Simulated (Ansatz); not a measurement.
## Neighbourhoods of single atoms in liquid pyrrole, made at 300 K (150 atoms)

Density of this cell: 0.970 g/cm³. The cell holds 150 atoms: 60 C, 15 N and 75 H. Cell: a = 11.988 Å, b = 11.988 Å, c = 11.988 Å, α = 90.0°, β = 90.0°, γ = 90.0°. The starting structure: 15 pyrrole placed at random, at 0.97 g/cm³; overlaps pushed apart, then 10 ps at 450 K with MMFF94 bonds, angles, torsions, charges and radii (Halgren, J. Comput. Chem. 17, 490 (1996)) in harmonic and 12-6 forms. Snapshot after 20 ps at 300 K and fixed volume.

Method: Kohn-Sham DFT, LDA, PAW (set soft_2), plane waves (Ansatz 0.2.0; cutoff 420 eV, Γ point, gaussian smearing of 0.025 eV), at the last frame of 114 fs of DFT dynamics near 291 K.

The whole cell was solved; only parts of it are printed.

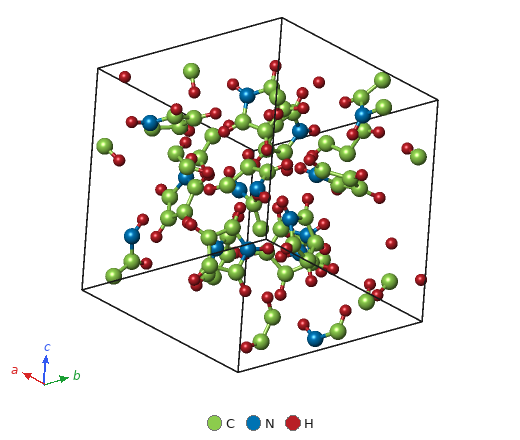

The whole cell (carbon green, nitrogen blue, hydrogen red). Bonds to atoms that aren't drawn are left out. Some periodic images of atoms are drawn too.

Local excerpt of 34 atoms (numbers count through the whole input) about C135, which bears the longest force; x, y, z are measured from there.

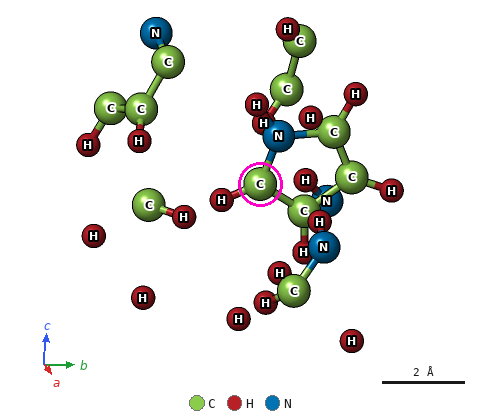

The atoms of the table, within 4.5 Å (arrows a, b, c point along x, y, z); some may hide others; the central atom is ringed.

| atom | x | y | z | distance (Å) | bonds | Löwdin charge (e) | Fx | Fy | Fz (eV/Å) |
| --- | --- | --- | --- | --- | --- | --- | --- | --- | --- |
| C135 | 0.00 | 0.00 | 0.00 | 0.00 | 3 | -0.15 | -0.99 | 4.08 | -1.63 |
| H140 | -0.05 | -0.93 | -0.44 | 1.03 | 1 | 0.23 | 0.06 | -2.58 | -0.41 |
| N134 | 0.18 | 0.35 | 1.27 | 1.33 | 3 | -0.15 | 0.42 | 0.61 | 2.41 |
| C131 | -0.26 | 1.21 | -0.73 | 1.44 | 3 | -0.25 | 1.03 | -0.52 | 0.47 |
| H139 | 0.39 | -0.30 | 2.12 | 2.17 | 1 | 0.32 | -0.57 | 0.93 | -1.72 |
| C133 | 0.08 | 1.74 | 1.39 | 2.23 | 3 | -0.08 | 1.10 | -1.35 | 2.55 |
| H136 | -0.47 | 1.32 | -1.83 | 2.30 | 1 | 0.19 | 0.25 | -0.32 | 0.90 |
| C132 | -0.09 | 2.31 | 0.20 | 2.32 | 3 | -0.21 | -0.73 | -1.28 | -2.69 |
| H99 | 2.22 | 1.12 | -0.38 | 2.52 | 1 | 0.33 | 1.47 | 0.14 | -0.29 |
| H87 | -2.41 | 0.46 | 0.95 | 2.63 | 1 | 0.19 | 0.79 | -0.63 | -0.79 |
| H18 | -2.27 | -1.40 | -1.44 | 3.03 | 1 | 0.19 | 0.07 | 0.43 | -0.06 |
| H138 | 0.16 | 2.21 | 2.38 | 3.25 | 1 | 0.19 | 0.04 | -0.26 | -0.29 |
| H137 | -0.12 | 3.33 | -0.12 | 3.34 | 1 | 0.21 | -0.19 | 0.49 | 0.29 |
| H39 | -2.86 | 1.70 | -0.58 | 3.38 | 1 | 0.33 | 0.67 | -0.82 | 1.45 |
| C82 | -2.83 | 1.06 | 1.72 | 3.47 | 3 | -0.23 | -1.73 | 1.75 | 1.24 |
| N94 | 3.22 | 1.08 | -0.77 | 3.48 | 3 | -0.13 | -2.10 | -0.49 | 1.43 |
| H98 | 2.59 | -0.16 | -2.37 | 3.51 | 1 | 0.19 | 0.92 | 0.53 | 0.60 |
| C42 | 0.25 | -3.17 | 1.89 | 3.70 | 3 | -0.23 | -0.26 | -1.12 | -1.12 |
| H47 | 1.12 | -3.33 | 1.30 | 3.75 | 1 | 0.20 | 0.79 | -0.12 | -0.50 |
| C93 | 3.45 | 0.35 | -1.84 | 3.93 | 3 | -0.11 | -0.59 | -2.63 | -3.15 |
| C13 | -3.03 | -2.16 | -1.35 | 3.96 | 3 | -0.09 | 0.88 | 0.22 | -0.30 |
| H86 | -1.59 | 0.74 | 3.56 | 3.97 | 1 | 0.17 | 0.31 | -0.04 | -0.16 |
| C43 | 0.21 | -2.57 | 3.10 | 4.03 | 3 | -0.12 | 0.23 | 0.09 | 0.98 |
| H7 | 3.18 | 0.52 | 2.50 | 4.08 | 1 | 0.20 | -0.17 | -0.23 | -0.53 |
| C81 | -2.43 | 1.22 | 3.06 | 4.09 | 3 | -0.21 | 1.56 | -1.38 | 1.33 |
| H56 | -1.56 | 0.00 | -3.83 | 4.13 | 1 | 0.17 | -0.08 | 0.22 | -0.32 |
| C41 | -1.04 | -3.68 | 1.58 | 4.14 | 3 | -0.21 | 0.68 | 0.10 | -2.34 |
| N34 | -3.26 | 2.35 | -1.20 | 4.20 | 3 | -0.16 | -0.64 | 0.86 | -2.13 |
| H28 | 1.43 | -3.02 | -2.61 | 4.24 | 1 | 0.20 | -0.35 | -0.38 | 0.10 |
| H46 | -1.31 | -4.12 | 0.57 | 4.36 | 1 | 0.19 | 0.13 | 0.43 | 1.36 |
| H40 | -2.98 | 1.23 | -2.99 | 4.40 | 1 | 0.19 | 0.18 | -1.08 | -0.33 |
| H68 | 1.50 | 2.28 | -3.56 | 4.49 | 1 | 0.21 | -0.56 | -0.56 | 0.09 |
| H19 | -1.65 | -3.76 | -1.83 | 4.49 | 1 | 0.32 | -2.15 | 0.42 | 0.26 |
| N44 | -1.06 | -2.66 | 3.51 | 4.53 | 3 | -0.15 | -1.28 | 0.83 | 1.93 |

The column of bonds counts only the pairs H-C within 1.34 Å, H-N within 1.27 Å, C-C within 1.82 Å, C-N within 1.79 Å; other neighbours, such as metal atoms beside each other in a compound, aren't counted, and periodic images can show an atom twice.

The surroundings of N74, one of the 15 N atoms, nearest first, numbered as they follow in the input and with coordinates relative to it.

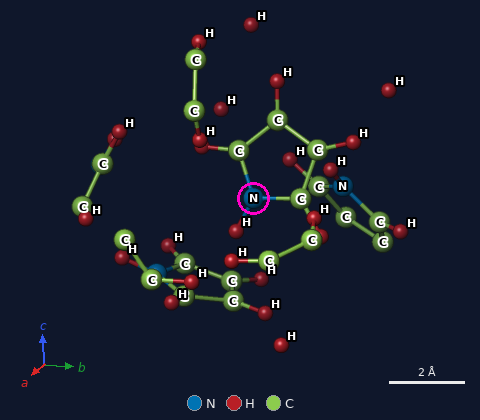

The atoms of the table, within 5.1 Å (arrows a, b, c point along x, y, z); some may hide others; the central atom is ringed.

| atom | x | y | z | distance (Å) | bonds | Löwdin charge (e) | Fx | Fy | Fz (eV/Å) |
| --- | --- | --- | --- | --- | --- | --- | --- | --- | --- |
| N74 | 0.00 | 0.00 | 0.00 | 0.00 | 3 | -0.14 | 0.57 | 1.29 | -1.02 |
| H79 | 0.10 | -0.50 | -0.95 | 1.08 | 1 | 0.32 | -0.09 | 0.48 | 1.40 |
| C75 | -0.34 | -0.50 | 1.20 | 1.35 | 3 | -0.10 | -0.63 | -1.13 | -1.03 |
| C73 | 0.03 | 1.37 | 0.11 | 1.37 | 3 | -0.11 | -0.41 | 0.55 | -1.89 |
| H80 | -0.39 | -1.58 | 1.21 | 2.03 | 1 | 0.21 | -0.17 | -0.43 | 0.70 |
| H78 | 0.17 | 1.97 | -0.87 | 2.16 | 1 | 0.19 | -0.03 | -0.70 | 1.73 |
| C71 | -0.69 | 0.51 | 2.04 | 2.21 | 3 | -0.23 | 0.63 | 0.87 | 0.44 |
| C72 | -0.42 | 1.73 | 1.39 | 2.26 | 3 | -0.25 | 0.73 | -0.43 | -1.78 |
| H29 | -2.22 | 1.41 | 0.19 | 2.64 | 1 | 0.32 | -0.20 | -0.04 | -0.20 |
| C61 | -0.32 | -0.81 | -3.11 | 3.23 | 3 | -0.25 | 0.74 | -1.98 | 0.65 |
| H76 | -0.91 | 0.46 | 3.08 | 3.24 | 1 | 0.21 | -0.34 | -0.34 | 0.90 |
| H66 | -0.01 | 0.21 | -3.27 | 3.28 | 1 | 0.21 | 0.05 | 0.41 | -0.47 |
| H77 | -0.41 | 2.78 | 1.70 | 3.29 | 1 | 0.21 | -0.25 | -0.18 | 0.38 |
| H106 | 2.21 | -0.65 | 2.35 | 3.29 | 1 | 0.22 | -0.94 | 0.13 | -1.82 |
| N24 | -2.96 | 1.47 | -0.53 | 3.35 | 3 | -0.17 | -0.35 | -0.67 | -1.38 |
| C65 | 0.58 | -1.89 | -2.76 | 3.40 | 3 | -0.15 | -1.63 | 2.61 | -0.41 |
| H16 | 2.34 | 2.62 | 0.45 | 3.54 | 1 | 0.20 | 1.16 | 0.11 | -0.21 |
| H70 | 1.63 | -1.86 | -2.59 | 3.58 | 1 | 0.22 | 0.82 | -0.15 | 0.03 |
| C62 | -1.64 | -1.35 | -3.04 | 3.71 | 3 | -0.20 | -0.11 | 1.30 | -0.30 |
| N64 | -0.18 | -2.94 | -2.48 | 3.85 | 3 | -0.15 | -1.06 | -0.14 | 0.38 |
| H30 | -3.91 | -0.40 | -0.25 | 3.94 | 1 | 0.21 | -0.27 | -0.59 | -0.03 |
| C25 | -3.84 | 0.44 | -0.92 | 3.97 | 3 | -0.10 | 0.71 | 2.63 | 0.69 |
| C63 | -1.49 | -2.62 | -2.60 | 3.98 | 3 | -0.12 | 0.05 | -0.76 | -0.27 |
| H100 | 0.61 | -3.57 | 1.80 | 4.04 | 1 | 0.22 | 0.49 | 0.59 | 0.41 |
| C23 | -3.01 | 2.47 | -1.48 | 4.16 | 3 | -0.12 | 0.32 | -0.04 | 0.85 |
| C95 | 0.65 | -4.07 | 0.85 | 4.21 | 3 | -0.11 | -1.11 | 1.04 | 0.37 |
| H37 | 4.08 | -0.33 | -1.05 | 4.22 | 1 | 0.19 | -0.04 | -0.09 | -0.28 |
| C101 | 2.59 | -0.64 | 3.32 | 4.26 | 3 | -0.22 | 2.53 | 0.41 | 2.58 |
| H67 | -2.64 | -0.87 | -3.28 | 4.30 | 1 | 0.20 | 1.25 | -0.31 | 0.32 |
| H28 | -2.31 | 3.33 | -1.44 | 4.30 | 1 | 0.20 | -0.35 | -0.38 | 0.10 |
| H69 | 0.07 | -3.83 | -2.01 | 4.32 | 1 | 0.32 | 0.49 | -0.05 | -0.10 |
| C11 | 3.40 | 2.92 | 0.20 | 4.49 | 3 | -0.21 | 0.27 | 0.10 | 0.13 |
| N94 | -0.52 | -4.56 | 0.39 | 4.61 | 3 | -0.13 | -2.10 | -0.49 | 1.43 |
| H137 | -3.85 | -2.31 | 1.05 | 4.61 | 1 | 0.21 | -0.19 | 0.49 | 0.29 |
| C91 | 1.59 | -4.34 | -0.08 | 4.62 | 3 | -0.20 | 1.43 | -1.01 | -0.22 |
| H96 | 2.57 | -3.89 | -0.06 | 4.66 | 1 | 0.20 | 0.60 | -0.14 | -0.04 |
| C32 | 4.38 | -1.37 | -0.97 | 4.69 | 3 | -0.21 | -0.35 | -0.29 | -0.13 |
| H47 | -2.61 | 3.02 | 2.46 | 4.69 | 1 | 0.20 | 0.79 | -0.12 | -0.50 |
| H68 | -2.24 | -3.36 | -2.40 | 4.70 | 1 | 0.21 | -0.56 | -0.56 | 0.09 |
| H20 | 4.58 | 1.04 | -0.16 | 4.70 | 1 | 0.20 | 0.11 | -1.51 | -0.04 |
| H130 | 3.28 | 1.89 | -2.93 | 4.79 | 1 | 0.21 | 0.03 | 0.06 | -0.94 |
| H99 | -1.51 | -4.52 | 0.79 | 4.83 | 1 | 0.33 | 1.47 | 0.14 | -0.29 |
| H107 | 0.89 | -1.08 | 4.68 | 4.88 | 1 | 0.20 | 0.04 | 0.35 | -0.04 |
| C15 | 4.49 | 2.08 | -0.10 | 4.95 | 3 | -0.13 | 0.00 | 2.97 | -0.45 |
| C102 | 1.94 | -0.79 | 4.54 | 5.00 | 3 | -0.22 | -1.51 | -0.91 | 0.42 |
| C21 | -4.56 | 0.91 | -2.00 | 5.06 | 3 | -0.22 | 1.58 | 0.33 | 0.29 |
| C33 | 4.67 | -1.99 | 0.21 | 5.08 | 3 | -0.10 | 0.77 | -0.48 | 1.46 |
| H118 | -3.29 | -1.14 | 3.75 | 5.12 | 1 | 0.20 | -0.16 | 0.06 | -0.07 |
| C22 | -3.98 | 2.17 | -2.40 | 5.13 | 3 | -0.23 | -0.98 | -0.32 | 0.11 |

The column of bonds counts only the pairs H-C within 1.34 Å, H-N within 1.27 Å, C-C within 1.82 Å, C-N within 1.79 Å; other neighbours, such as metal atoms beside each other in a compound, aren't counted, and periodic images can show an atom twice.

The surroundings of H70, picked at random, nearest first, numbered as they follow in the input and with coordinates relative to it.

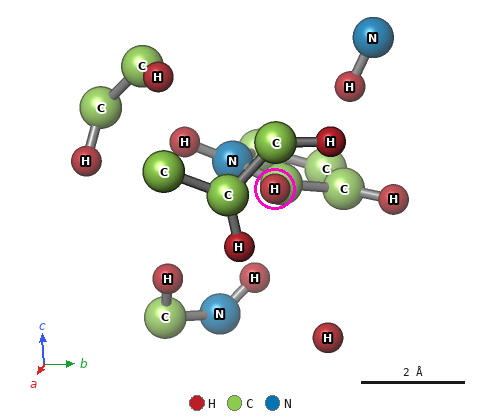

The atoms of the table, within 3.9 Å (arrows a, b, c point along x, y, z); some may hide others; the central atom is ringed.

| atom | x | y | z | distance (Å) | bonds | Löwdin charge (e) | Fx | Fy | Fz (eV/Å) |
| --- | --- | --- | --- | --- | --- | --- | --- | --- | --- |
| H70 | 0.00 | 0.00 | 0.00 | 0.00 | 1 | 0.22 | 0.82 | -0.15 | 0.03 |
| C65 | -1.05 | -0.03 | -0.17 | 1.07 | 3 | -0.15 | -1.63 | 2.61 | -0.41 |
| N64 | -1.82 | -1.09 | 0.11 | 2.12 | 3 | -0.15 | -1.06 | -0.14 | 0.38 |
| C61 | -1.95 | 1.05 | -0.52 | 2.27 | 3 | -0.25 | 0.74 | -1.98 | 0.65 |
| H69 | -1.56 | -1.97 | 0.59 | 2.58 | 1 | 0.32 | 0.49 | -0.05 | -0.10 |
| H79 | -1.54 | 1.36 | 1.64 | 2.62 | 1 | 0.32 | -0.09 | 0.48 | 1.40 |
| H66 | -1.64 | 2.07 | -0.68 | 2.73 | 1 | 0.21 | 0.05 | 0.41 | -0.47 |
| H36 | 2.84 | -0.33 | -0.44 | 2.89 | 1 | 0.20 | -0.30 | 0.08 | -0.95 |
| C31 | 2.86 | -0.50 | 0.62 | 2.97 | 3 | -0.23 | 0.45 | 0.03 | 0.76 |
| H10 | -0.48 | -2.30 | -1.89 | 3.01 | 1 | 0.21 | 0.97 | -0.51 | 0.66 |
| H108 | 1.09 | 1.04 | -2.75 | 3.13 | 1 | 0.22 | -0.33 | -0.24 | 1.00 |
| C63 | -3.13 | -0.76 | 0.00 | 3.22 | 3 | -0.12 | 0.05 | -0.76 | -0.27 |
| C32 | 2.75 | 0.49 | 1.63 | 3.23 | 3 | -0.21 | -0.35 | -0.29 | -0.13 |
| H37 | 2.44 | 1.53 | 1.54 | 3.27 | 1 | 0.19 | -0.04 | -0.09 | -0.28 |
| C62 | -3.28 | 0.51 | -0.45 | 3.35 | 3 | -0.20 | -0.11 | 1.30 | -0.30 |
| H96 | 0.93 | -2.03 | 2.54 | 3.38 | 1 | 0.20 | 0.60 | -0.14 | -0.04 |
| H9 | -2.38 | -0.87 | -2.38 | 3.48 | 1 | 0.34 | -0.02 | 0.88 | 1.45 |
| C91 | -0.05 | -2.49 | 2.51 | 3.53 | 3 | -0.20 | 1.43 | -1.01 | -0.22 |
| N74 | -1.63 | 1.86 | 2.59 | 3.58 | 3 | -0.14 | 0.57 | 1.29 | -1.02 |
| H97 | -0.07 | -3.70 | 0.62 | 3.75 | 1 | 0.21 | -0.31 | -0.29 | 0.44 |
| C92 | -0.56 | -3.43 | 1.57 | 3.82 | 3 | -0.24 | -0.98 | 2.00 | 0.62 |
| C35 | 3.27 | -1.67 | 1.22 | 3.87 | 3 | -0.12 | -0.31 | 1.39 | 0.22 |
| C5 | -1.00 | -2.47 | -2.80 | 3.87 | 3 | -0.11 | -0.88 | 1.60 | 0.30 |
| N4 | -1.98 | -1.54 | -3.00 | 3.91 | 3 | -0.16 | -0.64 | -1.01 | -1.66 |

The column of bonds counts only the pairs H-C within 1.34 Å, H-N within 1.27 Å, C-C within 1.82 Å, C-N within 1.79 Å; other neighbours, such as metal atoms beside each other in a compound, aren't counted, and periodic images can show an atom twice.

Length of the force by element:

| element | coordination | atoms | mean length of the force (eV/Å) | spread | least | most |
| --- | --- | --- | --- | --- | --- | --- |
| C | all | 60 | 1.84 | 0.927 | 0.304 | 4.50 |
| H | all | 75 | 0.994 | 0.506 | 0.182 | 2.62 |
| N | all | 15 | 2.04 | 0.620 | 1.13 | 3.29 |

Löwdin charges by element (they lack the spilled electrons, 0.031 e an atom on average):

| element | coordination | atoms | mean charge (e) | spread | least | most |
| --- | --- | --- | --- | --- | --- | --- |
| C | all | 60 | -0.168 | 0.0562 | -0.251 | -0.0808 |
| H | all | 75 | 0.226 | 0.0513 | 0.158 | 0.338 |
| N | all | 15 | -0.152 | 0.0132 | -0.175 | -0.12 |

The network of contacts between molecules at the start is that of the classical potential that made the cell, and needn't be the one that DFT or experiment would give. The functional has no dispersion term, which matters for the binding between molecules or layers, where LDA binds through overlap of densities alone. The density was typed from a rule of thumb and may lie off the real one at this temperature. Only the Γ point is sampled, in a cell whose shortest periodic width is 12 Å. The Löwdin charges lack the electrons that the projection spills, 0.031 e an atom on average.

[Hosts, paths, dates, database ids (printed as entryN), source tags and the programs' standing remarks are cut or masked in the printed files.]

[The MMFF94 radii named for the starting cell were scaled by 0.96; in molecules described by MMFF94, hydrogen bound to N, O or S took a small fixed 12-6 site in their place.]
